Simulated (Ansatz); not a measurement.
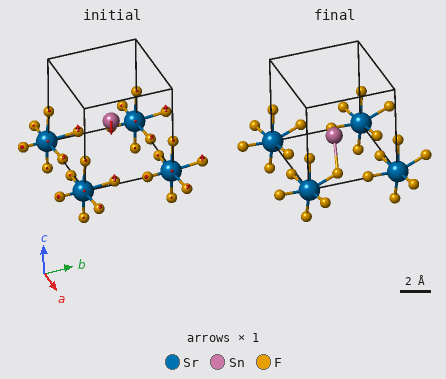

The structure of a crystal of SrSnF₆ (a generated structure, set up in P1) (coarse preliminary run) before (left) and after (right) a relaxation, at one scale. The red arrows give the displacements (the part carried along by the change of the cell is left out), at their true length.

Style: ball-and-stick. Shown: the cell of the calculation, from a free direction.

Method: DFT PBE, scalar-relativistic, plane waves, PAW (Ansatz 0.2.0). Settings: plane-wave cutoff 420 eV; k-point mesh 4 × 4 × 4; occupations gaussian; smearing width 0.2 eV; no spin polarisation; cell and atoms relaxed; force threshold 0.025 eV/Å; at most 60 steps.

Describe what moved and what it gained.

Answer. The run was cut off at its time limit before the relaxation converged, so the last structure is only a point on the way. The energy falls by 425 meV per atom in 5 geometry steps. Largest force component: 6.1 eV/Å at the start, 2.3 eV/Å at the end. Pressure: 2.30 GPa at the start and −0.72 GPa at the end. The atom that moves furthest relative to the cell is the Sn atom (0.96 Å along [2 −1 −3]). Largest moves by element: Sn 0.96 Å, F 0.53 Å, Sr 0.21 Å. The volume changes by −2.1 %, with a 6.541 → 6.408 Å (−2.0 %), b 6.425 → 6.443 Å (+0.3 %), c 6.582 → 6.565 Å (−0.3 %), α 90.0° → 91.5°, β 91.6° → 91.9°, γ 90.1° → 88.9°. Some distances before and after: F–Sn 4.253 → 2.730 Å, F–Sr 1.878 → 2.309 Å, F–Sr 2.502 → 2.222 Å, F–Sr 2.143 → 2.328 Å. Among the angles between lasting bonds that change: F–Sr–F 98.8° → 87.1°, F–Sr–F 92.6° → 103.4°, F–Sr–F 93.8° → 103.3°. The space group stays P1 (No. 1). The run took 6.4 min on 1 thread of Arm Neoverse V1 (shared host), peak memory 0.65 GiB.
